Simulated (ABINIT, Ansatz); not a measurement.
# Quasiparticle gap of MoF6 (Im-3m) in ABINIT, part 3 of 3

Wanted: ground state, empty states, screening and self-energy for MoF6 (Im-3m).

ABINIT 10.8.3; LDA and many-body steps on it, plane waves. Known limits of the many-body steps: not at the basis limit; no spin-orbit coupling; coarse k mesh.

So far. Step 4 (Empty states on the mesh, 2×2×2 mesh, 256 bands): On this mesh the gap is 4.294 eV. Step 5 (Screening, 2×2×2 mesh, 234 bands, screening to 176.9 eV): Local fields lower ε∞ by 31 %. On a Γ-centred mesh this coarse the value itself is usually too large, while a short band sum pulls it down.

**6. Self-energy, 2×2×2 mesh, 234 bands, screening to 176.9 eV**

The self-energy is evaluated for the states that the input lists, and the levels follow from it, in one-shot runs by the linearised quasiparticle equation.

This step: G0W0 on LDA, plane waves, norm-conserving pseudopotentials.

run.abi

```
acell 3*1.0 Angstrom
rprim 
  -3.167343216100 3.167343216100 3.167343216100
  3.167343216100 -3.167343216100 3.167343216100
  3.167343216100 3.167343216100 -3.167343216100
ntypat 2
znucl 42 9
natom 7
typat 1 2 2 2 2 2 2
xred 
  0.000000000000 0.000000000000 0.000000000000
  0.710671220000 0.710671220000 0.000000000000
  0.289328780000 0.289328780000 0.000000000000
  0.000000000000 0.289328780000 0.289328780000
  0.000000000000 0.710671220000 0.710671220000
  0.710671220000 0.000000000000 0.710671220000
  0.289328780000 0.000000000000 0.289328780000
pp_dirpath "pseudos"
pseudos "Mo.upf, F.upf"
ecut 36
ngkpt 2 2 2
nshiftk 1
shiftk 0 0 0
kptopt 1
chksymbreak 0
istwfk *1
occopt 1
irdwfk 1
optdriver 4
nband 234
gwcalctyp 0
ecutsigx 36
symsigma 1
nkptgw 2
kptgw 
  0.0000000000 0.0000000000 0.0000000000
  0.5000000000 0.0000000000 0.0000000000
bdgw 
  26 31
  27 30
ecuteps 6.5
irdscr 1
ppmodel 1
indata_prefix "in"
outdata_prefix "out"
tmpdata_prefix "tmp"
```

Command:

```
$ OMP_NUM_THREADS=1 mpirun -n 4 abinit run.abi > log
```

Numbers of over 12 decimals in the logs are rounded to 6 here.

The program printed:

```text
.Version 10.8.3 of ABINIT. v10.8.2 released Aug 2026.

 Symmetries : space group Im -3 m (#229); Bravais cI (body-center cubic)
[... echo of the input left out ...]
== DATASET  1 ==================================================================
-   mpi_nproc: 4, omp_nthreads: 1 (-1 if OMP is not activated)

--- !DatasetInfo
iteration_state: {dtset: 1, }
dimensions: {natom: 7, nkpt: 3, mband: 234, nsppol: 1, nspinor: 1, nspden: 1, mpw: 8992, }
cutoff_energies: {ecut:  36.0, pawecutdg:  -1.0, }
electrons: {nelect:   5.60000000E+01, charge:   0.00000000E+00, occopt:   1.00000000E+00, tsmear:   1.00000000E-02, }

 SIGMA: Calculation of the GW corrections

 Based on a program developped by R.W. Godby, V. Olevano, G. Onida, and L. Reining.
 Incorporated in ABINIT by V. Olevano, G.-M. Rignanese, and M. Torrent.
.Using double precision arithmetic ; gwpc =  8

[... cell and pseudopotentials left out ...]
--------------------------------------------------------------------------------

 ==== K-mesh for the wavefunctions ====
 Number of points in the irreducible wedge :     3
[... list of points left out ...]
 Together with 48 symmetry operations and time-reversal symmetry
 yields     8 points in the full Brillouin Zone.

 ==== Q-mesh for screening function ====
 Number of points in the irreducible wedge :     3
[... list of points left out ...]
 Together with 48 symmetry operations and time-reversal symmetry
 yields     8 points in the full Brillouin Zone.

 vcoul_init : cutoff-mode = AUXILIARY_FUNCTION
 q-points for optical limit:   1
     1)      0.000010    0.000020    0.000030
 setmesh: FFT mesh size selected  =    45x   45x   45
          total number of points  =        91125

 Number of electrons calculated from density =   56.0000; Expected =   56.0000
 average of density, n =  0.065290
 r_s =    1.5406
 omega_plasma =   24.6478 [eV]

 === KS Band Gaps ===
  >>>> For spin  1
   Minimum direct gap =   4.3739 [eV], located at k-point      :   0.5000  0.0000  0.0000
   Fundamental gap    =   4.2937 [eV], Top of valence bands at :   0.0000  0.0000  0.0000
                                       Bottom of conduction at :   0.5000  0.0000  0.0000
 SIGMA fundamental parameters:
 PLASMON POLE MODEL  1
 number of plane-waves for SigmaX                 8781
 number of plane-waves for SigmaC and W            675
 number of plane-waves for wavefunctions          8781
 number of bands                                   234
 number of independent spin polarizations            1
 number of spinorial components                      1
 number of k-points in IBZ                           3
 number of q-points in IBZ                           3
 number of symmetry operations                      48
 number of k-points in BZ                            8
 number of q-points in BZ                            8
 number of frequencies for dSigma/dE                 9
 frequency step for dSigma/dE [eV]                0.25
 number of omega for Sigma on real axis              0
 max omega for Sigma on real axis  [eV]           0.00
 zcut for avoiding poles [eV]                     0.10

 EPSILON^-1 parameters (SCR file):
 dimension of the eps^-1 matrix on file            675
 dimension of the eps^-1 matrix used               675
 number of plane-waves for wavefunctions          8781
 number of bands                                   234
 number of q-points in IBZ                           3
 number of frequencies                               2
 number of real frequencies                          1
 number of imag frequencies                          1

 matrix elements of self-energy operator (all in [eV])

 Perturbative Calculation

--- !SelfEnergy_ee
iteration_state: {dtset: 1, }
kpoint     : [   0.000,    0.000,    0.000, ]
spin       : 1
KS_gap     :    4.409
QP_gap     :    8.560
Delta_QP_KS:    4.151
data: !SigmaeeData |
     Band     E0 <VxcDFT>   SigX SigC(E0)      Z dSigC/dE  Sig(E)    E-E0       E
       26  -4.388 -22.745 -29.804   5.340   0.779  -0.284 -24.083  -1.338  -5.726
       27  -4.388 -22.745 -29.804   5.340   0.779  -0.284 -24.083  -1.338  -5.726
       28  -4.388 -22.745 -29.804   5.340   0.779  -0.284 -24.083  -1.338  -5.726
       29   0.022 -20.820 -15.337  -2.073   0.825  -0.212 -18.007   2.813   2.834
       30   0.022 -20.820 -15.337  -2.073   0.825  -0.212 -18.007   2.813   2.834
       31   0.022 -20.820 -15.337  -2.073   0.825  -0.212 -18.007   2.813   2.834

--- !SelfEnergy_ee
iteration_state: {dtset: 1, }
kpoint     : [   0.500,    0.000,    0.000, ]
spin       : 1
KS_gap     :    4.374
QP_gap     :    8.513
Delta_QP_KS:    4.139
data: !SigmaeeData |
     Band     E0 <VxcDFT>   SigX SigC(E0)      Z dSigC/dE  Sig(E)    E-E0       E
       27  -4.486 -22.514 -29.573   5.319   0.779  -0.284 -23.869  -1.355  -5.841
       28  -4.468 -22.582 -29.653   5.334   0.778  -0.285 -23.934  -1.352  -5.820
       29  -0.094 -20.416 -14.915  -2.132   0.827  -0.209 -17.629   2.787   2.693
       30  -0.093 -20.407 -14.915  -2.132   0.827  -0.209 -17.628   2.779   2.686

== END DATASET(S) ==============================================================
================================================================================

 -outvars: echo values of variables after computation  --------
           etotal      0.0000000000E+00
            nband         234
             nkpt           3
          spgroup         229
 [... the other variables as echoed above ...]

 Calculation completed.
```

Run time: 88 s. Hardware: 4 MPI ranks of Arm Neoverse N1, shared host; peak memory 1.5 GiB; 5.9 min of CPU time.

Numbers from this step:

| Item | Value |
| --- | --- |
| G0W0 gap on the points computed | 8.412 eV |
| starting gap on the mesh | 4.294 eV |
| k of the valence top | 0, 0, 0 |
| k of the conduction bottom | 0.5, 0, 0 |
| Z at the valence top | 0.779 |
| Z at the conduction bottom | 0.827 |
| least direct G0W0 gap on the computed points | 8.506 eV |

The gap on the mesh goes from 4.29 eV to 8.41 eV, a correction of +4.12 eV.

Limits: finite bands, cutoff and mesh; no spin-orbit coupling; coarse k mesh. v1 is the top filled band, c1 the lowest empty one. The levels before and after the correction (eV, zero at the valence-band top of each column):

```
           conduction bottom  valence top
Kohn-Sham               4.29         0.00
     G0W0               8.41         0.00
```

```
                  level  energy (eV)
Kohn-Sham       Γ v3-v1        0.000
Kohn-Sham       Γ c1-c3        4.409
Kohn-Sham  (0.5 0 0) v2       -0.099
Kohn-Sham  (0.5 0 0) v1       -0.080
Kohn-Sham  (0.5 0 0) c1        4.294
Kohn-Sham  (0.5 0 0) c2        4.294
     G0W0       Γ v3-v1        0.000
     G0W0       Γ c1-c3        8.560
     G0W0  (0.5 0 0) v2       -0.115
     G0W0  (0.5 0 0) v1       -0.094
     G0W0  (0.5 0 0) c1        8.419
     G0W0  (0.5 0 0) c2        8.412
```

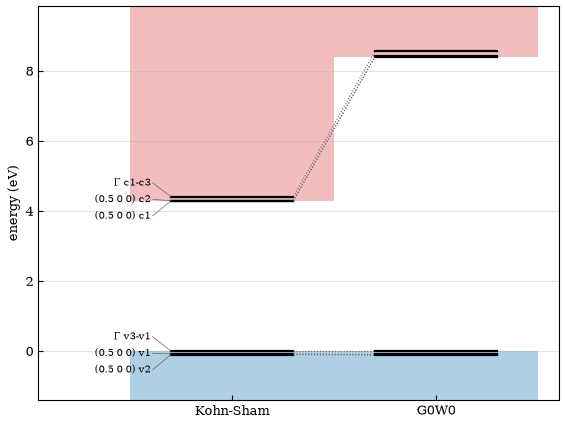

Levels before and after the correction. Shaded: valence and conduction bands.

**7. Where the time went**

Times are wall times on 4 MPI ranks of Arm Neoverse N1, shared host, good to a factor of about two.

```
                          step     time  share  memory (GiB)
                  ground state  2.3 min   23 %           0.5
bands along the symmetry lines     94 s   15 %          0.45
      empty states on the mesh  3.1 min   30 %          0.45
                     screening  1.8 min   18 %           1.5
                   self-energy     88 s   14 %           1.5
```

**8. What came out**

| Property | Result |
| --- | --- |
| LDA gap | 4.27 eV, indirect |
| G0W0 gap on the mesh | 8.41 eV |
| G0W0 gap over the zone (rigid shift) | 8.39 eV |
| GW settings | 2×2×2 mesh, 234 bands, screening to 176.9 eV, Godby-Needs plasmon pole |
| known limits | not at the basis limit; no spin-orbit coupling; coarse k mesh |

In words: G0W0 moves the gap on the mesh from 4.29 eV to 8.41 eV (+4.12 eV), with Z of 0.78 and 0.83 at the edges. The mesh misses the band edges by 0.02 eV in all; a rigid shift gives 8.39 eV for the zone. Local fields lower the RPA ε∞ on this mesh from 2.91 to 1.99; a Γ-centred mesh this coarse tends to raise both, most where the direct gap is narrow, while a short band sum lowers them. Only 2 of the mesh's irreducible points were corrected, so a valley elsewhere could overtake. Bands and cutoff are finite, so the gap is not at the basis limit. The miss can reach some tenths of an eV and take either sign; the mesh is an error of its own. In the G0W0 run levels were corrected at 2 k points alone, so a gap called «on the mesh» is the least over those, and an edge elsewhere would be missed. The 2×2×2 mesh is coarse for this cell, which bears on the long-range parts of exchange and screening. The many-body steps are scalar-relativistic: spin-orbit coupling is not in them.

[Paths, hosts, dates, memory and timing lines, banners, echoed tables and standing remarks are left out of the program output.]

[Logs are printed without paths, hosts, clocks, repeated set-up lines and the standing remarks that a program may print on its own settings, such as how far it seeks lower states.]

[Runs of the session that timed out or met a known fault of the program may be left out.]

[Hosts, paths, dates, database ids (printed as entryN), source tags and the programs' standing remarks are cut or masked in the printed files.]

[G0W0 gaps are taken among the corrected bands and points alone; a level outside them can change the order at an edge.]

[Where Ansatz stands beside ABINIT at settings called matched, ABINIT's density can come from a denser mesh and the files from another edition; pairs whose starting gaps differed by over 0.03 eV were left out, so agreement reads better than it is.]
